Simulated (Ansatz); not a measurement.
# Calculations on GeH₃SF₃

**1. Relaxation**

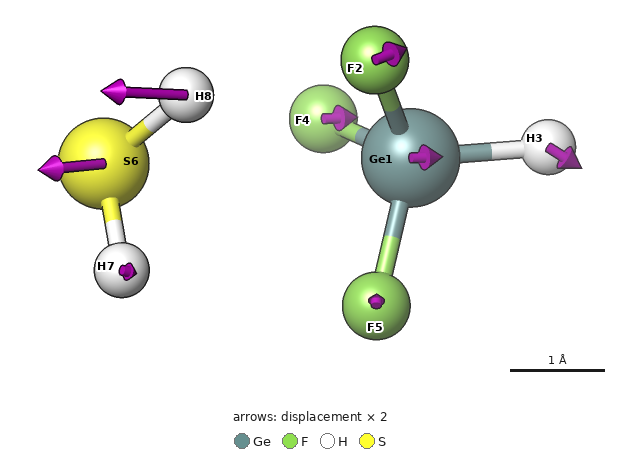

This is a relaxation of GeH₃SF₃. The starting structure is drawn; purple arrows show the displacements, magnified 2 times. The two geometries are superimposed by the best rigid fit.

A ball-and-stick model, seen from a free direction.

The run prepares an end point of a later path (reaction) calculation, from a guessed geometry.

All numbers below come from Ansatz, RHF/def2-SVP.

The input:
```yaml
crystal:
  periodic: [false, false, false]
  atoms:
    - { symbol: Ge, position_ang: [0.291853, 0.05923, -0.123712] }
    - { symbol: F, position_ang: [0.079845, -0.053127, 1.551329] }
    - { symbol: H, position_ang: [1.756642, -0.035319, -0.460146] }
    - { symbol: F, position_ang: [-0.330202, 1.53723, -0.660232] }
    - { symbol: F, position_ang: [-0.556484, -1.221065, -0.837129] }
    - { symbol: S, position_ang: [-2.969742, 0.133474, 1.029464] }
    - { symbol: H, position_ang: [-3.178012, -1.135711, 0.679432] }
    - { symbol: H, position_ang: [-2.007498, -0.157511, 1.958195] }
basis:
  gaussian: { orbitals: def2-SVP }
hamiltonian:
  xc: hf
relax:
  f_tol: 0.03
  max_steps: 50
output:
  orbitals: {}
```

Run as
```bash
ansatz run input.yaml --threads 2 --pin off --max-ram 3072MiB --backend cpu --events-out ev --progress --plain --runs-dir out
```

What happened in the run?

H8 moves most after the best rigid fit: 0.53 Å. Largest moves by element: H 0.53 Å, S 0.44 Å, F 0.24 Å, Ge 0.20 Å. Near-neighbour distances that change, for instance: Ge1–S6 3.460 → 4.078 Å, S6–H8 1.369 → 1.334 Å, Ge1–F2 1.692 → 1.697 Å. Among the angles between lasting bonds that change: F4–Ge1–F5 110.1° → 107.6°. The energy falls by 3.30 kcal/mol in 9 accepted moves (11 points after the start). The largest force component goes from 0.95 to 0.017 eV/Å. The line search rejected the trial steps at points 7, 8 of the run. The forces were under the threshold at step 6, but the run went on from there. The run took 10 s on 2 threads of AMD EPYC 9R45 96-Core Processor (Zen 5), on a shared host, peak memory 0.26 GiB.

Limits of the set-up: Hartree-Fock leaves out electron correlation.

**2. Relaxation**

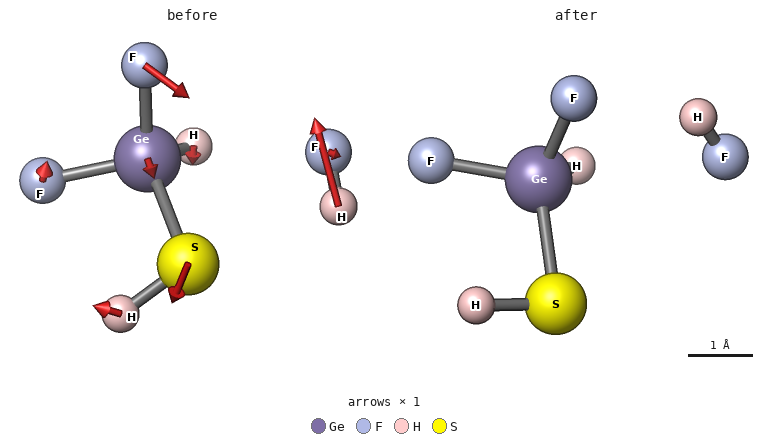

The structure of GeH3SF3 before (left) and after (right) a relaxation, at one scale. The red arrows give the displacements, at their true length.

The picture is a ball-and-stick view, seen at a tilt.

The run prepares an end point of a later path (reaction) calculation, from a guessed geometry.

Level of theory: RHF/def2-SVP in Ansatz. (no spin polarisation; force threshold 0.03 eV/Å; at most 50 steps)

Describe what moved and what it gained.

Answer. The energy falls by 0.188 eV in 27 accepted moves (33 points after the start). The largest force component goes from 0.45 to 0.0067 eV/Å. The line search rejected the trial steps at points 2, 7, 9, 14, 18, 23 of the run. The largest move after the best rigid fit is that of an H atom, 1.46 Å. Largest moves by element: H 1.46 Å, F 0.89 Å, S 0.83 Å, Ge 0.35 Å. Among the contacts that change: Ge–S 2.235 → 2.188 Å, F–Ge 1.705 → 1.729 Å. Among the angles between lasting bonds that change: Ge–S–H 96.1° → 93.3°, F–Ge–S 104.2° → 106.8°, F–Ge–F 104.3° → 101.9°. Groups turn about Ge–S by about 30°. The run took 27 s on 2 threads of AMD EPYC 9R45 96-Core Processor (Zen 5), with other jobs on the host, peak memory 0.25 GiB.

Limits of the set-up: the start holds two separate molecules, 2.6 Å apart at their closest, whose relative position is a soft coordinate and is computed without a dispersion correction; Hartree-Fock leaves out electron correlation.

**3. Path**

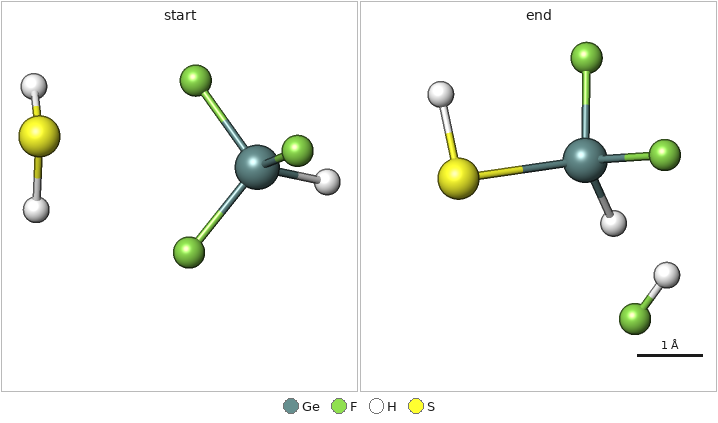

The two relaxed end points of a path for GeH3SF3, made up at the start of GeHF₃ and H₂S. Style: ball-and-stick. Shown at a tilt.

All numbers below come from RHF/def2-SVP (Ansatz 0.2.0).

Run with 9 movable images; climbing image; force threshold 0.05 eV/Å; iteration limit 60.

Start:
```xyz
8

Ge    0.4732    0.0783   -0.2063
F     0.2817    0.0399    1.4793
H     1.9082   -0.1237   -0.6057
F    -0.1319    1.5612   -0.7501
F    -0.5287   -1.1415   -0.8259
S    -3.3455    0.0326    1.2248
H    -3.0999   -1.1286    0.6140
H    -2.4706   -0.1909    2.2071
```

End:
```xyz
8

Ge   -0.5926   -0.4005   -0.1713
F    -0.0502    0.8185    2.5101
H     0.7795   -0.8972    0.2060
F    -0.6126    1.3187    0.0156
F    -0.8289   -0.5750   -1.8578
S    -2.3247   -1.3112    0.8064
H    -3.0471   -1.3307   -0.3183
H    -0.2370    1.5045    1.9464
```

Predict the minimum-energy path and its barrier.

Answer. The energy climbs by 1.95 eV to image 3 and then falls by 1.81 eV, so the end point sits at +0.14 eV. Breaking: Ge1–F2 (1.70 → 1.98 at the top → 3.00 Å), S6–H8 (1.33 → 1.51 at the top → 3.69 Å). Forming: F2–H8 (2.86 → 1.28 at the top → 0.91 Å), Ge1–S6 (4.08 → 2.41 at the top → 2.19 Å). The band converged in 26 iterations. The largest component of the band force went from 14 to 0.034 eV/Å. The climbing image converged on the top of the path. Its vibrational analysis gives one imaginary mode (1383i cm⁻¹), as a transition state must have.

Energies of the converged images:

| image | path (Å) | E (eV) |
| --- | --- | --- |
| 0 | 0.00 | 0.000 |
| 1 | 1.17 | 0.045 |
| 2 | 2.34 | 0.675 |
| 3 | 3.50 | 1.947 |
| 4 | 4.24 | 0.570 |
| 5 | 4.99 | 0.298 |
| 6 | 5.73 | 0.305 |
| 7 | 6.47 | 0.295 |
| 8 | 7.21 | 0.237 |
| 9 | 7.95 | 0.191 |
| 10 | 8.69 | 0.141 |

The geometry at the top of the path:

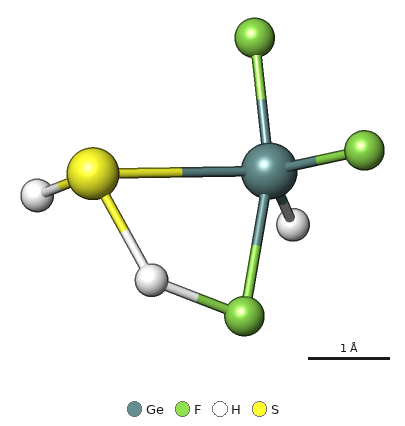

Limits of the set-up: the start holds two separate molecules, 2.9 Å apart at their closest, whose relative position is a soft coordinate and is computed without a dispersion correction; Hartree-Fock leaves out electron correlation.

The run took 3.1 min on 2 threads of AMD EPYC 9R45 96-Core Processor (Zen 5) (shared host), peak memory 0.26 GiB.
